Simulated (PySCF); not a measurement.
# CISD/SBKJC (core potential) run of H2Se (hydrogen selenide)

Aim: the vertical ionisation energy of H2Se (hydrogen selenide) at CISD/SBKJC (core potential), from 2 runs. Input form: a Python script.

The results are computed with PySCF 2.14.0.

9 further runs of the same task are left out: 9 set aside as unsound or not needed.

## (1) The structure to begin with

H2Se has 3 atoms, charge 0, and is taken as a singlet. SMILES: `[SeH2]`. The shape is that of a PBE0-D4/def2-TZVP optimisation.

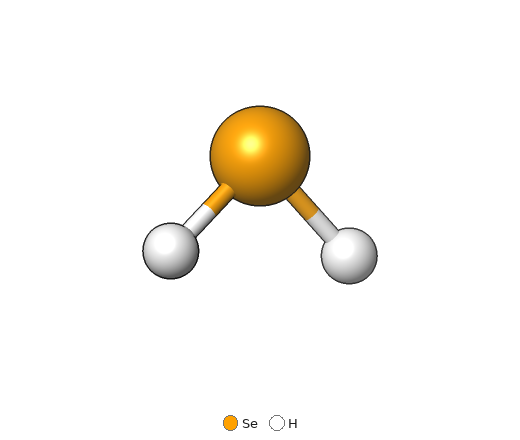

The structure, seen from a chosen angle (selenium orange, hydrogen white).

## (2) A single-point energy at CISD/SBKJC (core potential)

start.xyz

```xyz
3
H2Se
Se     0.560660    -0.274700     0.280190
H      0.045430     1.091880     0.143880
H     -0.606090    -0.817190    -0.424060
```

run.py

```python
from pyscf import gto, ci

molecule = gto.M(
    atom='start.xyz',
    max_memory=1860,
    ecp={'Se': 'sbkjc'},
    basis='sbkjc',
    verbose=4,
    spin=0,
)

hf = molecule.RHF()
hf.conv_tol = 1e-10
hf.kernel()
if not hf.converged:
    hf = hf.newton().run(hf.mo_coeff, hf.mo_occ)

cisd = ci.CISD(hf)
cisd.kernel()
energy = cisd.e_tot
print(f'total energy: {energy:.8f} hartree')
```

Started as:

```sh
OMP_NUM_THREADS=1 python run.py
```

Standard output:

```text
PySCF version 2.14.0

[INPUT] num. atoms = 3
[INPUT] num. electrons = 8
[INPUT] charge = 0
[INPUT] spin (= nelec alpha-beta = 2S) = 0
[INPUT] symmetry False subgroup None
[INPUT] Mole.unit = angstrom
[INPUT] Symbol           X                Y                Z      unit          X                Y                Z       unit  Magmom
[INPUT]  1 Se     0.560660000000  -0.274700000000   0.280190000000 AA    1.059493848999  -0.519107766418   0.529482362842 Bohr   0.0
[INPUT]  2 H      0.045430000000   1.091880000000   0.143880000000 AA    0.085850257839   2.063354160890   0.271893794802 Bohr   0.0
[INPUT]  3 H     -0.606090000000  -0.817190000000  -0.424060000000 AA   -1.145344106838  -1.544265291733  -0.801357260383 Bohr   0.0

nuclear repulsion = 4.58168080063978
number of shells = 8
number of NR pGTOs = 26
number of NR cGTOs = 12
basis = sbkjc
ecp = {'Se': 'sbkjc'}

******** <class 'pyscf.scf.hf.RHF'> ********
method = RHF
initial guess = minao
damping factor = 0
level_shift factor = 0
DIIS = <class 'pyscf.scf.diis.CDIIS'>
diis_start_cycle = 1
diis_space = 8
diis_damp = 0
SCF conv_tol = 1e-10
SCF conv_tol_grad = None
SCF max_cycles = 50
direct_scf = True
direct_scf_tol = 1e-13
Set gradient conv threshold to 1e-05
Initial guess from minao.
init E= -9.68651164866609
  HOMO = -0.18825784886622  LUMO = 0.147276161851275  gap/eV = 9.13035
cycle= 1 E= -10.2564987275603  delta_E= -0.57  |g|= 0.122  |ddm|= 1.84
  HOMO = -0.36125900525082  LUMO = 0.135247657677675  gap/eV = 13.51063
cycle= 2 E= -10.2655107120809  delta_E= -0.00901  |g|= 0.0189  |ddm|= 0.254
  HOMO = -0.362447298291937  LUMO = 0.141934101510468  gap/eV = 13.72492
cycle= 3 E= -10.265801053173  delta_E= -0.00029  |g|= 0.00401  |ddm|= 0.0605
  HOMO = -0.360493884539927  LUMO = 0.143469544274269  gap/eV = 13.71354
cycle= 4 E= -10.2658141445449  delta_E= -1.31e-05  |g|= 0.000829  |ddm|= 0.0119
  HOMO = -0.36101023064633  LUMO = 0.143301881141491  gap/eV = 13.72303
cycle= 5 E= -10.2658147137103  delta_E= -5.69e-07  |g|= 0.000128  |ddm|= 0.00269
  HOMO = -0.360997493475375  LUMO = 0.143326586258293  gap/eV = 13.72336
cycle= 6 E= -10.2658147289559  delta_E= -1.52e-08  |g|= 1.27e-05  |ddm|= 0.000533
  HOMO = -0.36099825850288  LUMO = 0.143324394832847  gap/eV = 13.72332
cycle= 7 E= -10.2658147290824  delta_E= -1.27e-10  |g|= 5.37e-07  |ddm|= 5.1e-05
  HOMO = -0.360998152171426  LUMO = 0.143324699728488  gap/eV = 13.72332
cycle= 8 E= -10.2658147290827  delta_E= -2.47e-13  |g|= 1.04e-07  |ddm|= 2.09e-06
  HOMO = -0.360998175937844  LUMO = 0.143324641690943  gap/eV = 13.72332
Extra cycle  E= -10.2658147290827  delta_E= 5.33e-15  |g|= 3.36e-08  |ddm|= 3.43e-07
converged SCF energy = -10.2658147290827

******** <class 'pyscf.ci.cisd.RCISD'> ********
CISD nocc = 4, nmo = 12
max_cycle = 50
direct = 0
conv_tol = 1e-09
max_cycle = 50
max_space = 12
lindep = 0
nroots = 1
Init t2, MP2 energy = -0.0445496094075028
RCISD converged
E(RCISD) = -10.32424352000618  E_corr = -0.05842879092349363
total energy: -10.32424352 hartree
```

Wall time 0.48 s (1 thread of AMD EPYC 9R45 (Zen 5), shared host); peak memory 0.12 GiB.

## (3) The doublet cation, same level

run.py

```python
from pyscf import gto, ci

mol = gto.M(
    atom=[
    ('Se', (0.560660, -0.274700, 0.280190)),
    ('H', (0.045430, 1.091880, 0.143880)),
    ('H', (-0.606090, -0.817190, -0.424060)),
],
    max_memory=1860,
    charge=1,
    basis='sbkjc',
    verbose=4,
    ecp={'Se': 'sbkjc'},
    spin=1,
)

mf = mol.UHF()
mf.conv_tol = 1e-10
mf.kernel()
if not mf.converged:
    mf = mf.newton().run(mf.mo_coeff, mf.mo_occ)

cisd = ci.CISD(mf)
cisd.kernel()
e_tot = cisd.e_tot
print('Final energy', e_tot)
```

Started as:

```sh
OMP_NUM_THREADS=1 python run.py
```

Standard output:

```text
PySCF version 2.14.0

[INPUT] num. atoms = 3
[INPUT] num. electrons = 7
[INPUT] charge = 1
[INPUT] spin (= nelec alpha-beta = 2S) = 1
[INPUT] symmetry False subgroup None
[INPUT] Mole.unit = angstrom
[INPUT] Symbol           X                Y                Z      unit          X                Y                Z       unit  Magmom
[INPUT]  1 Se     0.560660000000  -0.274700000000   0.280190000000 AA    1.059493848999  -0.519107766418   0.529482362842 Bohr   0.0
[INPUT]  2 H      0.045430000000   1.091880000000   0.143880000000 AA    0.085850257839   2.063354160890   0.271893794802 Bohr   0.0
[INPUT]  3 H     -0.606090000000  -0.817190000000  -0.424060000000 AA   -1.145344106838  -1.544265291733  -0.801357260383 Bohr   0.0

nuclear repulsion = 4.58168080063978
number of shells = 8
number of NR pGTOs = 26
number of NR cGTOs = 12
basis = sbkjc
ecp = {'Se': 'sbkjc'}

[... 57 lines left out ...]
converged SCF energy = -9.9365316552184  <S^2> = 0.75932468  2S+1 = 2.009303
[... 1 line left out ...]
******** <class 'pyscf.ci.ucisd.UCISD'> ********
CISD nocc = (np.int64(4), np.int64(3)), nmo = (12, 12)
max_cycle = 50
direct = 0
conv_tol = 1e-09
max_cycle = 50
max_space = 12
lindep = 0
nroots = 1
Init t2, MP2 energy = -0.0367726301367383
UCISD converged
E(UCISD) = -9.987894665306392  E_corr = -0.05136301008799229
Final energy -9.987894665306392
```

Wall time 0.5 s (1 thread of AMD EPYC 9R45 (Zen 5), shared host); peak memory 0.12 GiB.

## (4) What came out

Level: CISD/SBKJC (core potential).

| quantity | value |
| --- | --- |
| singlet H2Se: total energy | -10.32424 Eh |
| singlet H2Se: dipole moment (Hartree–Fock density) | 1.70 D |
| singlet H2Se: HOMO energy (Hartree–Fock orbitals) | -9.82 eV |
| singlet H2Se: LUMO energy (Hartree–Fock orbitals) | 3.90 eV |
| singlet H2Se: HOMO–LUMO gap (Hartree–Fock orbitals) | 13.72 eV |
| singlet H2Se: correlation energy | -58.4 mEh |
| doublet cation: total energy | -9.98789 Eh |
| doublet cation: HOMO energy (Hartree–Fock orbitals) (highest over α and β) | -20.45 eV |
| doublet cation: LUMO energy (Hartree–Fock orbitals) (lowest over α and β) | -8.22 eV |
| doublet cation: correlation energy | -51.4 mEh |
| doublet cation: ⟨S²⟩ of the reference determinant | 0.759 |
| vertical ionisation energy (to the doublet cation) | 9.153 eV |

Removing an electron at fixed nuclei costs 9.15 eV (211 kcal/mol). Mulliken charges (doublet cation) of the mean-field density run from +0.11 on H2 to +0.78 on Se1; they depend strongly on the basis.
